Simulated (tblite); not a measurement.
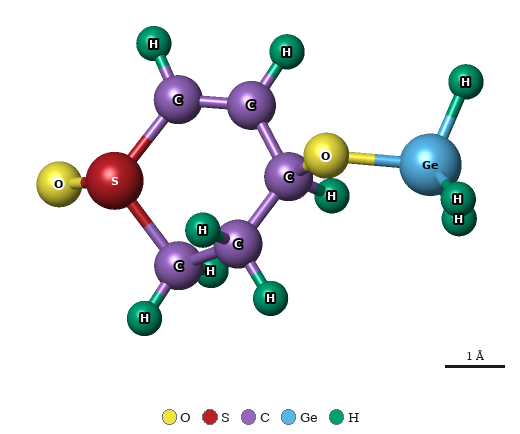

**Figure 1.** The input geometry (ball-and-stick view, seen at a tilt). Sticks mark near contacts. Bond lengths as drawn: C–C 1.30 to 1.52 Å, C–H 1.09 to 1.13 Å, C–O 1.40 Å, C–S 1.76 to 1.81 Å, Ge–H 1.52 to 1.55 Å, Ge–O 1.78 Å and O–S 1.49 Å.

**Run report: C5H10GeO2S, geometry relaxation (part 1 of 2)**

The run: geometry relaxation of C5H10GeO2S, SMILES O=[S@@]1C=C[C@@H]([O][GeH3])CC1. Method and program: GFN2-xTB geometry optimisation, gas phase (tblite 0.8.0).

It belongs to a series of runs on one base structure; here: H on C replaced by OGeH3.

The program's output
```
step      E/eV     max force
  0    -790.39870    3.691
  1    -790.77918    2.068
  2    -790.95834    1.239
  3    -791.02954    0.774
  4    -791.06750    0.420
  5    -791.10674    0.469
  6    -791.13139    0.419
  7    -791.15399    0.338
  8    -791.16608    0.274
  9    -791.17506    0.228
 10    -791.18357    0.206
 11    -791.19088    0.230
 12    -791.19714    0.214
 13    -791.20285    0.158
 14    -791.20770    0.155
 15    -791.21148    0.128
 16    -791.21412    0.125
 17    -791.21592    0.111
 18    -791.21754    0.093
 19    -791.21912    0.086
 20    -791.22051    0.082
 21    -791.22175    0.087
 22    -791.22302    0.086
 23    -791.22431    0.091
 24    -791.22537    0.071
 25    -791.22607    0.070
 26    -791.22664    0.080
 27    -791.22730    0.076
 28    -791.22809    0.074
 29    -791.22884    0.054
 30    -791.22944    0.050
 31    -791.22997    0.054
 32    -791.23059    0.058
 33    -791.23127    0.054
 34    -791.23190    0.062
 35    -791.23243    0.058
 36    -791.23291    0.051
 37    -791.23339    0.053
 38    -791.23380    0.057
 39    -791.23411    0.043
 40    -791.23437    0.041
 41    -791.23466    0.055
 42    -791.23500    0.053
 43    -791.23535    0.043
 44    -791.23569    0.043
 45    -791.23605    0.043
 46    -791.23650    0.049
 47    -791.23711    0.063
 48    -791.23788    0.082
 49    -791.23883    0.090
 50    -791.24005    0.085
 51    -791.24162    0.123
 52    -791.24340    0.134
 53    -791.24508    0.101
 54    -791.24651    0.085
 55    -791.24787    0.090
 56    -791.24954    0.135
 57    -791.25157    0.140
 58    -791.25329    0.101
 59    -791.25431    0.107
 60    -791.25561    0.094
 61    -791.25688    0.085
 62    -791.25814    0.082
 63    -791.25944    0.068
 64    -791.26022    0.068
 65    -791.26079    0.067
 66    -791.26143    0.065
 67    -791.26215    0.054
 68    -791.26275    0.045
 69    -791.26316    0.045
 70    -791.26343    0.034
 71    -791.26364    0.040
 72    -791.26384    0.035
 73    -791.26405    0.032
 74    -791.26420    0.034
 75    -791.26433    0.031
 76    -791.26448    0.025
 77    -791.26463    0.028
 78    -791.26479    0.028
 79    -791.26496    0.025
 80    -791.26514    0.031
 81    -791.26538    0.043
 82    -791.26567    0.061
 83    -791.26596    0.053
 84    -791.26616    0.033
 85    -791.26630    0.032
 86    -791.26645    0.033
 87    -791.26662    0.046
 88    -791.26677    0.037
 89    -791.26686    0.019
 90    -791.26690    0.013
 91    -791.26692    0.012
 92    -791.26695    0.012
 93    -791.26697    0.011
 94    -791.26699    0.011
 95    -791.26702    0.013
 96    -791.26705    0.013
 97    -791.26709    0.014
 98    -791.26713    0.018
 99    -791.26717    0.015
100    -791.26721    0.019
101    -791.26727    0.022
102    -791.26736    0.024
103    -791.26752    0.036
104    -791.26774    0.039
105    -791.26796    0.030
106    -791.26812    0.035
107    -791.26824    0.035
108    -791.26842    0.033
109    -791.26874    0.043
110    -791.26927    0.070
111    -791.26989    0.085
112    -791.27046    0.055
113    -791.27094    0.062
114    -791.27122    0.058
115    -791.27156    0.072
116    -791.27198    0.046
117    -791.27265    0.054
118    -791.27305    0.058
119    -791.27340    0.038
120    -791.27351    0.034
121    -791.27369    0.026
122    -791.27382    0.029
123    -791.27407    0.031
124    -791.27430    0.033
125    -791.27457    0.029
126    -791.27485    0.029
127    -791.27509    0.026
128    -791.27516    0.047
129    -791.27536    0.037
130    -791.27548    0.027
131    -791.27558    0.019
132    -791.27574    0.018
133    -791.27582    0.023
134    -791.27598    0.024
135    -791.27606    0.026
136    -791.27611    0.026
137    -791.27619    0.023
138    -791.27630    0.018
139    -791.27643    0.017
140    -791.27649    0.019
141    -791.27655    0.018
142    -791.27664    0.020
143    -791.27671    0.023
144    -791.27676    0.020
145    -791.27683    0.016
146    -791.27689    0.019
147    -791.27696    0.019
148    -791.27707    0.025
149    -791.27722    0.031
150    -791.27747    0.035
151    -791.27773    0.042
152    -791.27758    0.050
153    -791.27808    0.046
154    -791.27822    0.024
155    -791.27842    0.023
156    -791.27861    0.029
157    -791.27883    0.042
158    -791.27918    0.035
159    -791.27942    0.036
160    -791.27965    0.028
161    -791.27973    0.045
162    -791.27990    0.026
163    -791.28001    0.018
164    -791.28014    0.015
165    -791.28027    0.040
166    -791.28035    0.020
167    -791.28041    0.015
168    -791.28048    0.015
169    -791.28054    0.018
170    -791.28062    0.020
171    -791.28070    0.017
172    -791.28074    0.017
173    -791.28081    0.016
174    -791.28089    0.016
175    -791.28094    0.016
176    -791.28101    0.018
177    -791.28107    0.016
178    -791.28111    0.017
179    -791.28115    0.017
180    -791.28119    0.016
181    -791.28123    0.015
182    -791.28127    0.013
183    -791.28130    0.014
184    -791.28135    0.015
185    -791.28141    0.014
186    -791.28145    0.017
187    -791.28148    0.016
188    -791.28152    0.014
189    -791.28157    0.013
190    -791.28162    0.021
191    -791.28171    0.028
192    -791.28183    0.031
193    -791.28199    0.043
194    -791.28223    0.043
195    -791.28232    0.078
196    -791.28298    0.043
197    -791.28367    0.033
198    -791.28400    0.150
199    -791.28553    0.065
200    -791.28651    0.060
201    -791.28535    0.218
202    -791.28831    0.059
203    -791.28939    0.061
204    -791.29121    0.187
205    -791.29376    0.073
206    -791.29552    0.073
207    -791.29823    0.126
208    -791.29964    0.095
209    -791.30117    0.081
210    -791.30334    0.085
211    -791.30463    0.077
212    -791.30550    0.085
213    -791.30693    0.096
214    -791.30741    0.075
215    -791.30790    0.055
216    -791.30828    0.048
217    -791.30858    0.038
218    -791.30901    0.045
219    -791.30940    0.038
220    -791.30973    0.043
221    -791.31002    0.039
222    -791.31038    0.041
223    -791.31084    0.049
224    -791.31136    0.052
225    -791.31207    0.069
226    -791.31299    0.070
227    -791.31378    0.086
228    -791.31478    0.052
229    -791.31544    0.066
230    -791.31627    0.066
231    -791.31689    0.077
232    -791.31761    0.070
233    -791.31839    0.064
234    -791.31911    0.054
235    -791.31999    0.061
236    -791.32100    0.066
237    -791.32177    0.065
238    -791.31618    0.261
239    -791.32266    0.060
240    -791.32312    0.055
241    -791.32396    0.109
242    -791.32461    0.034
243    -791.32494    0.029
244    -791.32566    0.051
245    -791.32602    0.036
246    -791.32679    0.043
247    -791.32758    0.048
248    -791.32796    0.044
249    -791.32826    0.067
250    -791.32785    0.146
251    -791.32898    0.071
252    -791.32927    0.037
253    -791.32965    0.034
254    -791.32989    0.053
255    -791.33028    0.049
256    -791.33090    0.038
257    -791.33070    0.087
258    -791.33156    0.039
259    -791.33183    0.039
260    -791.33121    0.149
261    -791.33308    0.036
262    -791.33341    0.031
263    -791.33371    0.065
264    -791.33401    0.023
265    -791.33412    0.019
266    -791.33427    0.016
267    -791.33431    0.012
268    -791.33437    0.010
```

Trajectory as extended XYZ (Å, eV, eV/Å), 12 of the 269 frames kept, from step=0 to step=268
```
19
Properties=species:S:1:pos:R:3:forces:R:3 step=0 energy=-790.39870
O    -3.7652    1.0856    0.6927    1.0750   0.1620  -0.4580
S    -2.4787    0.3814    0.9279   -2.5500  -1.2630   2.3510
C    -1.1261    1.4738    1.1934   -1.0860   1.7980  -0.0440
C     0.0515    1.2297    0.7013    0.8830   0.9460   0.2890
C     0.4132    0.0309   -0.0647    0.7390   0.6470  -1.0750
O     1.5561   -0.5032    0.5315    1.3300  -0.1940  -0.7780
Ge    2.9835   -0.4448   -0.5328    1.3610  -0.5930   0.6220
C    -0.5692   -1.0647   -0.1409   -2.0550  -1.8490   0.3640
C    -1.9872   -0.6352   -0.4914    0.9150   0.8760  -0.8600
H    -1.3244    2.3979    1.7733   -0.1220  -0.8550  -0.4300
H     0.8386    1.9671    0.9128    0.0550  -0.6250  -0.1980
H     0.6241    0.3867   -1.1124   -0.0880  -0.1010   0.3180
H     2.6634   -0.3041   -2.0100   -0.2240   0.0940   0.2490
H     3.9181    0.6743   -0.0313   -0.3750  -0.2360  -0.2410
H     3.7434   -1.7818   -0.3387   -0.3670   0.4850   0.0170
H    -0.3056   -1.8469   -0.8717    0.4820   0.2890   0.2280
H    -0.6459   -1.5541    0.8462    0.3100   0.0740  -0.1760
H    -1.9157   -0.0109   -1.3806   -0.4710  -0.0570  -0.2780
H    -2.6838   -1.4722   -0.6118    0.1890   0.4010   0.0970
19
Properties=species:S:1:pos:R:3:forces:R:3 step=24 energy=-791.22537
O    -3.7339    1.1812    0.5933    0.0160   0.0120   0.0140
S    -2.6418    0.3254    1.0622    0.0150  -0.0180  -0.0090
C    -1.2006    1.4225    1.1993    0.0400   0.0020  -0.0160
C     0.0054    1.1976    0.7123    0.0330  -0.0420  -0.0370
C     0.4226    0.0130   -0.1127   -0.0060  -0.0300  -0.0360
O     1.6616   -0.4993    0.3369   -0.0050   0.0220  -0.0300
Ge    3.1716   -0.4639   -0.5572    0.0130  -0.0130   0.0690
C    -0.6167   -1.1092   -0.1026    0.0120   0.0150  -0.0090
C    -1.9969   -0.5743   -0.4238    0.0210  -0.0310  -0.0180
H    -1.4328    2.3232    1.7460   -0.0180  -0.0110   0.0240
H     0.8017    1.9182    0.8643   -0.0020  -0.0080   0.0170
H     0.5316    0.3745   -1.1512   -0.0410   0.0220  -0.0180
H     2.8250   -0.2989   -2.0125    0.0210  -0.0090  -0.0010
H     4.0230    0.6833   -0.0831   -0.0470  -0.0180  -0.0090
H     3.7903   -1.7840   -0.2333   -0.0230   0.0450   0.0040
H    -0.3169   -1.8675   -0.8324    0.0110   0.0270   0.0250
H    -0.6103   -1.5791    0.8841   -0.0300   0.0360  -0.0160
H    -1.9949    0.1266   -1.2583    0.0060  -0.0090   0.0180
H    -2.6979   -1.3802   -0.6389   -0.0170   0.0110   0.0260
19
Properties=species:S:1:pos:R:3:forces:R:3 step=49 energy=-791.23883
O    -3.7014    1.2320    0.6433    0.0020   0.0170   0.0120
S    -2.6333    0.3289    1.0768    0.0180   0.0170  -0.0080
C    -1.1578    1.3812    1.2210    0.0090   0.0320  -0.0330
C     0.0244    1.1732    0.6721    0.0450  -0.0430   0.0650
C     0.4022    0.0033   -0.1894   -0.0560  -0.0260   0.0060
O     1.6324   -0.5542    0.2283   -0.0280   0.0550  -0.0120
Ge    3.1991   -0.4354   -0.5364    0.0030  -0.0030   0.0290
C    -0.6549   -1.0989   -0.1321    0.0100  -0.0570  -0.0080
C    -2.0402   -0.5697   -0.4307    0.0330  -0.0210   0.0080
H    -1.3565    2.2547    1.8228   -0.0190   0.0050  -0.0010
H     0.8340    1.8738    0.8415    0.0280   0.0210  -0.0180
H     0.4872    0.3751   -1.2265   -0.0120  -0.0410   0.0090
H     3.0059   -0.3553   -2.0256   -0.0110  -0.0150  -0.0180
H     3.9375    0.7852   -0.0597   -0.0200   0.0050   0.0170
H     3.8276   -1.7039   -0.0738    0.0080   0.0370   0.0000
H    -0.3739   -1.8873   -0.8324    0.0080  -0.0200  -0.0560
H    -0.6390   -1.5301    0.8714    0.0210  -0.0110   0.0140
H    -2.0589    0.1204   -1.2734   -0.0350  -0.0110   0.0290
H    -2.7443   -1.3838   -0.6046   -0.0040   0.0580  -0.0350
19
Properties=species:S:1:pos:R:3:forces:R:3 step=73 energy=-791.26405
O    -3.6134    1.3229    0.7579   -0.0160   0.0010   0.0170
S    -2.5694    0.3695    1.1406    0.0000   0.0150   0.0120
C    -1.0467    1.3562    1.2141   -0.0010  -0.0090   0.0120
C     0.0955    1.0798    0.6156   -0.0060   0.0130  -0.0090
C     0.3715   -0.0993   -0.2715    0.0050   0.0070   0.0020
O     1.5841   -0.7203    0.1033    0.0060  -0.0070   0.0030
Ge    3.1942   -0.3439   -0.4570    0.0170   0.0170   0.0150
C    -0.7304   -1.1560   -0.2118    0.0080  -0.0030  -0.0020
C    -2.1005   -0.5429   -0.4013    0.0060  -0.0070  -0.0040
H    -1.1750    2.2361    1.8264   -0.0030  -0.0100  -0.0110
H     0.9495    1.7386    0.7398    0.0100  -0.0110  -0.0130
H     0.4441    0.2819   -1.3054    0.0060  -0.0090  -0.0060
H     3.2284   -0.4360   -1.9586   -0.0010   0.0020  -0.0010
H     3.6100    1.0416   -0.0373   -0.0030  -0.0140   0.0040
H     3.9494   -1.4179    0.2383    0.0030   0.0090  -0.0140
H    -0.5317   -1.9053   -0.9815    0.0010  -0.0140  -0.0020
H    -0.6699   -1.6545    0.7581   -0.0270   0.0130   0.0120
H    -2.1370    0.1662   -1.2271    0.0000   0.0010   0.0000
H    -2.8624   -1.3073   -0.5498   -0.0050   0.0060  -0.0150
19
Properties=species:S:1:pos:R:3:forces:R:3 step=97 energy=-791.26709
O    -3.6162    1.3038    0.8197    0.0010   0.0020  -0.0010
S    -2.5524    0.3540    1.1520    0.0080   0.0090   0.0080
C    -1.0343    1.3506    1.1974    0.0000   0.0010   0.0000
C     0.1021    1.0702    0.5895   -0.0030   0.0070  -0.0070
C     0.3736   -0.1248   -0.2780    0.0040   0.0040   0.0020
O     1.5826   -0.7476    0.1077    0.0040   0.0080  -0.0080
Ge    3.1895   -0.3299   -0.4415   -0.0080  -0.0060   0.0000
C    -0.7422   -1.1659   -0.2051    0.0040  -0.0050   0.0030
C    -2.0987   -0.5272   -0.4130    0.0020  -0.0020  -0.0050
H    -1.1624    2.2394    1.7962    0.0030  -0.0030  -0.0040
H     0.9565    1.7327    0.6906   -0.0040   0.0000   0.0010
H     0.4525    0.2383   -1.3184    0.0030  -0.0060   0.0020
H     3.2172   -0.3906   -1.9448    0.0040   0.0070   0.0010
H     3.5789    1.0524    0.0065    0.0010   0.0060   0.0080
H     3.9746   -1.3992    0.2250   -0.0030  -0.0080  -0.0010
H    -0.5490   -1.9371   -0.9540   -0.0060  -0.0020  -0.0070
H    -0.7024   -1.6400    0.7781   -0.0020  -0.0070   0.0060
H    -2.1048    0.1999   -1.2234   -0.0080   0.0080  -0.0020
H    -2.8751   -1.2697   -0.5919    0.0010  -0.0120   0.0020
```
